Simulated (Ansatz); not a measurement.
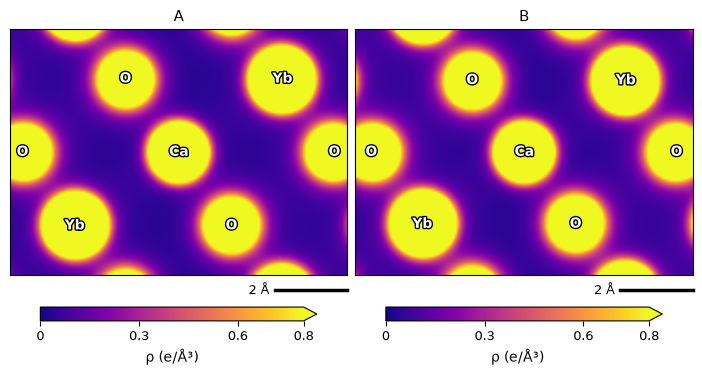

CaYb$_{2}$O$_{3}$. The valence electron density of two cells that differ in size, on the (110) plane of each (indices in the axes of the calculation cell), at one length scale and on one colour scale: A has 15.4 Å³ an atom and B 14.5.

Space group P-3m1; a generated structure, not necessarily the stable one; computed without spin polarisation; no Hubbard U on the f states and no spin–orbit coupling.

Computed with DFT PBE, scalar-relativistic, plane waves, PAW in Ansatz 0.2.0.

The larger cell:

```cif
data_structure
_symmetry_space_group_name_H-M 'P 1'
_symmetry_Int_Tables_number 1
_cell_length_a 3.5205
_cell_length_b 3.5205
_cell_length_c 8.6346
_cell_angle_alpha 90.000
_cell_angle_beta 90.000
_cell_angle_gamma 120.000
_cell_volume 92.68
loop_
_atom_site_label
_atom_site_type_symbol
_atom_site_fract_x
_atom_site_fract_y
_atom_site_fract_z
_atom_site_occupancy
Ca1 Ca 0.00000 0.00000 0.00000 1
Yb1 Yb 0.66667 0.33333 0.66684 1
Yb2 Yb 0.33333 0.66667 0.33316 1
O1 O 0.33333 0.66667 0.83000 1
O2 O 0.66667 0.33333 0.17000 1
O3 O 0.00000 0.00000 0.50000 1
```

The smaller cell: a = 3.444 Å, b = 3.444 Å, c = 8.449 Å, α = 90.00°, β = 90.00°, γ = 120.00°.

Question: What does the compression do to the bonding and the properties?

Answer: From the larger cell to the smaller, Ca–O goes from 2.51 to 2.45 Å, and the density at its midpoint from 0.2 to 0.23 e/Å³; Yb–O goes from 2.49 to 2.44 Å, and the density at its midpoint from 0.27 to 0.31 e/Å³; the pressure goes from −8 to −3.1 GPa.
